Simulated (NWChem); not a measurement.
**C4H9F (2-fluorobutane) at 4 levels**

Wanted: a comparison of 4 runs (HF/STO-3G, HF/3-21G, B3LYP/6-31G*) of C4H9F (2-fluorobutane). 

The results are computed with NWChem 7.3.0.

**1. The structure to begin with**

The species is C4H9F (14 atoms), meant as a singlet with charge 0. As SMILES, `CCC(C)F`. Geometry: relaxed at PBE0-D4/def2-TZVP. This is one conformer, not always the lowest.

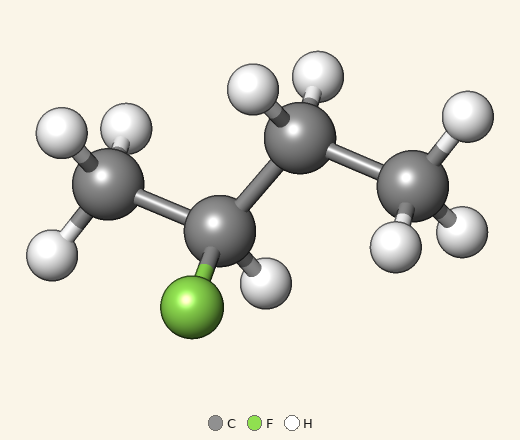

The structure, seen from a chosen angle (carbon grey, fluorine green, hydrogen white).

**2. Energy and gradient at HF/STO-3G (run 1)**

mol.nw

```
start mol
memory stack 880 mb heap 220 mb global 1100 mb
charge 0

geometry noautosym nocenter noautoz
C    -0.960100    1.685600   -0.056600
C    -0.021700    0.612000    0.464200
C     0.018400   -0.621200   -0.409700
C     0.933500   -1.702700    0.104900
F     0.455600   -0.249600   -1.683400
H    -0.954000    2.562900    0.593300
H    -0.667500    2.004900   -1.058200
H    -1.988600    1.317900   -0.110000
H    -0.322300    0.299700    1.470200
H     0.998000    1.003500    0.548800
H    -0.997600   -1.014000   -0.544500
H     0.582600   -2.067600    1.072800
H     1.948400   -1.317100    0.227100
H     0.962100   -2.543300   -0.590200
end

basis spherical bse
C library STO-3G
F library STO-3G
H library STO-3G
end

scf
thresh 1e-08
maxiter 80
end

task scf gradient
```

Started as:

```bash
$ nwchem mol.nw > mol.out
```

Standard output:

```text
[...]
  functions       =    34
[...]
  wavefunction    = RHF
[...]
         Total SCF energy =   -252.914126308981
      One-electron energy =   -729.342931946234
      Two-electron energy =    283.992856986649
 Nuclear repulsion energy =    192.435948650605
        Time for solution =      2.3s
[...]
                         RHF ENERGY GRADIENTS
    atom               coordinates                        gradient
                 x          y          z           x          y          z
   1 C      -1.814326   3.185322  -0.106958    0.016170  -0.016177   0.008380
   2 C      -0.041007   1.156512   0.877211   -0.014592  -0.008029  -0.037365
   3 C       0.034771  -1.173898  -0.774221    0.014561  -0.002635   0.047797
   4 C       1.764059  -3.217636   0.198232   -0.019578   0.026037  -0.019448
   5 F       0.860959  -0.471676  -3.181165   -0.001028  -0.000622   0.000573
   6 H      -1.802799   4.843179   1.121174   -0.001098   0.004645   0.002549
   7 H      -1.261392   3.788712  -1.999708    0.000713   0.001758  -0.004240
   8 H      -3.757909   2.490470  -0.207870   -0.006333  -0.001261  -0.000549
   9 H      -0.609059   0.566351   2.778275   -0.000669  -0.004327   0.005053
  10 H       1.885947   1.896340   1.037082    0.006669  -0.000023   0.000869
  11 H      -1.885191  -1.916182  -1.028956    0.002701   0.003062  -0.006495
[...]
```

It took 3.3 s on 1 thread of Intel Xeon 6975P-C (Granite Rapids), shared host; peak memory 0.096 GiB.

**3. Energy and forces at HF/3-21G (run 2)**

run.py

```python
from ase import Atoms
from ase.calculators.nwchem import NWChem

molecule = Atoms(['C', 'C', 'C', 'C', 'F', 'H', 'H', 'H', 'H', 'H', 'H', 'H', 'H', 'H'], positions=[
    [-0.960100, 1.685600, -0.056600],
    [-0.021700, 0.612000, 0.464200],
    [0.018400, -0.621200, -0.409700],
    [0.933500, -1.702700, 0.104900],
    [0.455600, -0.249600, -1.683400],
    [-0.954000, 2.562900, 0.593300],
    [-0.667500, 2.004900, -1.058200],
    [-1.988600, 1.317900, -0.110000],
    [-0.322300, 0.299700, 1.470200],
    [0.998000, 1.003500, 0.548800],
    [-0.997600, -1.014000, -0.544500],
    [0.582600, -2.067600, 1.072800],
    [1.948400, -1.317100, 0.227100],
    [0.962100, -2.543300, -0.590200],
])

calc = NWChem(
    label='c4h9f',
    theory='scf',
    memory='2200 mb',
    basis='3-21G',
    basispar='spherical bse',
    scf={'nopen': '0', 'rhf': None, 'thresh': '1e-08', 'maxiter': '80'},
)
molecule.calc = calc

forces = molecule.get_forces()
print("Total energy (eV):", round(molecule.get_potential_energy(), 6))
print("forces (eV/A):")
for s, f in zip(molecule.symbols, forces):
    print(f"{s:2s} {f[0]:10.5f} {f[1]:10.5f} {f[2]:10.5f}")
print("dipole (e A):", molecule.get_dipole_moment().round(4))
```

Started as:

```bash
$ export ASE_NWCHEM_COMMAND="nwchem PREFIX.nwi > PREFIX.nwo"
$ python run.py
```

Standard output:

```text
Total energy (eV): -6932.24779
forces (eV/A):
C    -0.50594    0.60714   -0.37790
C     0.60472   -0.16311    0.93742
C    -1.12126   -0.38325    0.00422
C     0.41030   -0.52569    0.40366
F     0.35481    0.34360   -0.72649
H     0.01527   -0.23618   -0.15231
H    -0.01846   -0.17591    0.27007
H     0.27007    0.07153    0.02972
H     0.05075    0.13637   -0.33383
H    -0.34602   -0.07657   -0.09277
H     0.45678    0.14079    0.24528
H     0.11225    0.10840   -0.29100
H    -0.29588   -0.11591   -0.08176
H     0.01260    0.26878    0.16568
dipole (e A): [-0.1089 -0.0974  0.4037]
```

The calculator wrote c4h9f.nwi:

```
title "c4h9f"

permanent_dir c4h9f

scratch_dir c4h9f

start c4h9f

geometry units angstrom nocenter noautosym noautoz
  C  -9.6009999999999995e-01 1.6856000000000000e+00 -5.6599999999999998e-02
  C  -2.1700000000000001e-02 6.1199999999999999e-01 4.6420000000000000e-01
  C  1.8400000000000000e-02 -6.2119999999999997e-01 -4.0970000000000001e-01
  C  9.3350000000000000e-01 -1.7027000000000001e+00 1.0489999999999999e-01
  F  4.5560000000000000e-01 -2.4959999999999999e-01 -1.6834000000000000e+00
  H  -9.5399999999999996e-01 2.5629000000000000e+00 5.9330000000000005e-01
  H  -6.6749999999999998e-01 2.0049000000000001e+00 -1.0582000000000000e+00
  H  -1.9885999999999999e+00 1.3179000000000001e+00 -1.1000000000000000e-01
  H  -3.2229999999999998e-01 2.9970000000000002e-01 1.4702000000000000e+00
  H  9.9800000000000000e-01 1.0035000000000001e+00 5.4879999999999995e-01
  H  -9.9760000000000004e-01 -1.0140000000000000e+00 -5.4449999999999998e-01
  H  5.8260000000000001e-01 -2.0676000000000001e+00 1.0728000000000000e+00
  H  1.9483999999999999e+00 -1.3170999999999999e+00 2.2710000000000000e-01
  H  9.6209999999999996e-01 -2.5432999999999999e+00 -5.9019999999999995e-01
end

memory 2200 mb

basis spherical bse noprint
   * library 3-21G
end

scf
  nopen 0
  rhf
  thresh 1e-08
  maxiter 80
end

task scf gradient
```

c4h9f.nwo:

```text
Northwest Computational Chemistry Package (NWChem) 7.3.0
             --------------------------------------------------------

           Job information
           ---------------

    nwchem branch   = 7.3.0
    use scalapack   = T
    input           = c4h9f.nwi
    prefix          = c4h9f.
    data base       = c4h9f/c4h9f.db
    status          = startup
    nproc           =        1

           Memory information
           ------------------

[... 5 lines left out ...]
    hardfail = no
[... 145 lines left out ...]
         Quadratically convergent ROHF
[... 15 lines left out ...]
       Final RHF  results
[... 4 lines left out ...]
      Two-electron energy =    282.467446209559
[... 40 lines left out ...]
                       ROHF Final Molecular Orbital Analysis
[... 274 lines left out ...]
                 ----------------------------------------
                 |  Time  |  1-e(secs)   |  2-e(secs)   |
                 ----------------------------------------
                 |  CPU   |       0.00   |       0.35   |
                 ----------------------------------------
                 |  WALL  |       0.00   |       0.35   |
                 ----------------------------------------

 Task  times  cpu:        3.2s     wall:        3.2s
 Total times  cpu:        3.2s     wall:        3.2s
```

Run time: 4.5 s. Hardware: 1 thread of Intel Xeon 6975P-C (Granite Rapids), shared host; peak memory 0.097 GiB.

**4. Energy and forces at B3LYP/6-31G(d) (spherical functions) (run 3)**

c4h9f.nw

```
start c4h9f
title "C4H9F gradient"
memory stack 880 mb heap 220 mb global 1100 mb

geometry units angstrom noautosym nocenter noautoz
   C     -0.960100     1.685600    -0.056600
   C     -0.021700     0.612000     0.464200
   C      0.018400    -0.621200    -0.409700
   C      0.933500    -1.702700     0.104900
   F      0.455600    -0.249600    -1.683400
   H     -0.954000     2.562900     0.593300
   H     -0.667500     2.004900    -1.058200
   H     -1.988600     1.317900    -0.110000
   H     -0.322300     0.299700     1.470200
   H      0.998000     1.003500     0.548800
   H     -0.997600    -1.014000    -0.544500
   H      0.582600    -2.067600     1.072800
   H      1.948400    -1.317100     0.227100
   H      0.962100    -2.543300    -0.590200
end

basis spherical bse
   * library 6-31G*
end

dft
   xc b3lyp
   mult 1
   grid xfine
   convergence energy 1e-08
   iterations 100
   mulliken
end

task dft gradient
```

Started as:

```bash
$ nwchem c4h9f.nw > c4h9f.out
```

Standard output:

```text
[...]
          Wavefunction type:  closed shell.
          No. of atoms     :    14
          No. of electrons :    42
[...]
          Charge           :     0
          Spin multiplicity:     1
[...]
          AO basis - number of functions:    88
[...]
              XC Information
              --------------
                         B3LYP Method XC Potential
                     Hartree-Fock (Exact) Exchange  0.200
                        Slater Exchange Functional  0.800 local
                    Becke 1988 Exchange Functional  0.720 non-local
              Lee-Yang-Parr Correlation Functional  0.810
                  VWN I RPA Correlation Functional  0.190 local
[...]
 d= 0,ls=0.0,diis     1   -257.6144355773 -4.50D+02  1.16D-02  6.29D-01     5.5
[...]
 d= 0,ls=0.0,diis     8   -257.6880799528 -4.16D-10  2.35D-06  8.97D-08    37.1
         Total DFT energy =     -257.688079952841
      One electron energy =     -732.223064989055
           Coulomb energy =      317.729466053275
    Exchange-Corr. energy =      -35.630429667665
 Nuclear repulsion energy =      192.435948650605
[...]
      Total Density - Mulliken Population Analysis
     ---------------------------------------------
    Atom       Charge   Shell Charges
 -----------   ------   -------------------------------------------------------
    1 C    6     6.45   2.00  0.67  2.13  0.62  0.99  0.03
    2 C    6     6.28   2.00  0.67  2.13  0.57  0.87  0.04
    3 C    6     5.73   2.00  0.69  1.99  0.44  0.54  0.07
    4 C    6     6.48   2.00  0.67  2.15  0.63  1.00  0.03
    5 F    9     9.36   2.00  0.93  3.31  1.05  2.06  0.02
    6 H    1     0.86   0.53  0.33
    7 H    1     0.84   0.53  0.31
    8 H    1     0.86   0.53  0.33
    9 H    1     0.87   0.53  0.34
   10 H    1     0.86   0.53  0.33
[...]
  wavefunction    = closed shell
[...]
```

Wall time 46 s (1 thread of Intel Xeon 6975P-C (Granite Rapids), shared host); peak memory 0.15 GiB.

**5. Energy and gradient at B3LYP/6-31G(d) (Cartesian functions) (run 4)**

mol.nw

```
start mol
title "C4H9F gradient"
memory total 2200 mb

geometry noautosym nocenter noautoz
  C    -0.960100    1.685600   -0.056600
  C    -0.021700    0.612000    0.464200
  C     0.018400   -0.621200   -0.409700
  C     0.933500   -1.702700    0.104900
  F     0.455600   -0.249600   -1.683400
  H    -0.954000    2.562900    0.593300
  H    -0.667500    2.004900   -1.058200
  H    -1.988600    1.317900   -0.110000
  H    -0.322300    0.299700    1.470200
  H     0.998000    1.003500    0.548800
  H    -0.997600   -1.014000   -0.544500
  H     0.582600   -2.067600    1.072800
  H     1.948400   -1.317100    0.227100
  H     0.962100   -2.543300   -0.590200
end

basis "ao basis"
  * library 6-31G*
end

dft
  xc b3lyp
  grid fine
  convergence energy 1e-08
  iterations 100
  mulliken
end

task dft gradient
```

Started as:

```bash
$ nwchem mol.nw > mol.out
```

Standard output:

```text
[...]
          Wavefunction type:  closed shell.
          No. of atoms     :    14
          No. of electrons :    42
[...]
          Charge           :     0
          Spin multiplicity:     1
[...]
          AO basis - number of functions:    93
[...]
              XC Information
              --------------
                         B3LYP Method XC Potential
                     Hartree-Fock (Exact) Exchange  0.200
                        Slater Exchange Functional  0.800 local
                    Becke 1988 Exchange Functional  0.720 non-local
              Lee-Yang-Parr Correlation Functional  0.810
                  VWN I RPA Correlation Functional  0.190 local
[...]
 d= 0,ls=0.0,diis     1   -257.6160522470 -4.50D+02  1.21D-02  7.47D-01     2.6
[...]
 d= 0,ls=0.0,diis     8   -257.6919487668 -7.75D-10  2.42D-06  1.02D-07    16.5
         Total DFT energy =     -257.691948766759
      One electron energy =     -732.180524119417
           Coulomb energy =      317.642197207478
    Exchange-Corr. energy =      -35.589570505424
 Nuclear repulsion energy =      192.435948650605
[...]
      Total Density - Mulliken Population Analysis
     ---------------------------------------------
    Atom       Charge   Shell Charges
 -----------   ------   -------------------------------------------------------
    1 C    6     6.45   1.99  0.68  2.13  0.63  0.99  0.03
    2 C    6     6.28   1.99  0.68  2.13  0.59  0.86  0.03
    3 C    6     5.77   1.99  0.71  1.99  0.47  0.55  0.05
    4 C    6     6.47   1.99  0.68  2.15  0.63  0.99  0.03
    5 F    9     9.33   1.99  0.94  3.31  1.00  2.04  0.05
    6 H    1     0.86   0.53  0.33
    7 H    1     0.84   0.53  0.31
    8 H    1     0.86   0.53  0.33
    9 H    1     0.87   0.53  0.34
   10 H    1     0.86   0.53  0.33
[...]
  wavefunction    = closed shell
[...]
```

Wall time 21 s (1 thread of Intel Xeon 6975P-C (Granite Rapids), shared host); peak memory 0.13 GiB.

**6. Overview of the runs**

| run | level | iteration cap | module | energy (Eh) | dipole moment (D) | HOMO energy (eV) | LUMO energy (eV) | wall time |
| --- | --- | --- | --- | --- | --- | --- | --- | --- |
| 1 | HF/STO-3G | 80 | scf | -252.914126 | 1.24 | -10.49 | 14.62 | 3.3 s |
| 2 | HF/3-21G | 80 | scf | -254.755410 | 2.06 | -12.51 | 7.09 | 4.5 s |
| 3 | B3LYP/6-31G* (spherical functions) | 100 | dft | -257.688080 | 1.61 | -8.43 | 2.54 | 46 s |
| 4 | B3LYP/6-31G* (Cartesian functions) | 100 | dft | -257.691949 | 1.61 | -8.43 | 2.54 | 21 s |

**7. Outcome**

| quantity | value |
| --- | --- |
| run 4: total energy | -257.69195 Eh |
| run 4: dipole moment | 1.61 D |
| run 4: HOMO energy | -8.43 eV |
| run 4: LUMO energy | 2.54 eV |
| run 4: HOMO–LUMO gap | 10.97 eV |
| run 4: largest force on an atom | 0.388 eV/Å |

In words: The dipole moment (its size) runs from 1.24 D (HF/STO-3G) to 2.06 D (HF/3-21G). The HOMO–LUMO gap runs from 10.97 eV (B3LYP/6-31G*) to 25.11 eV (HF/STO-3G). The two ends differ in method and basis. In run 1 the basis is minimal, so the values are rough. All runs together took 74 s, the longest 46 s.
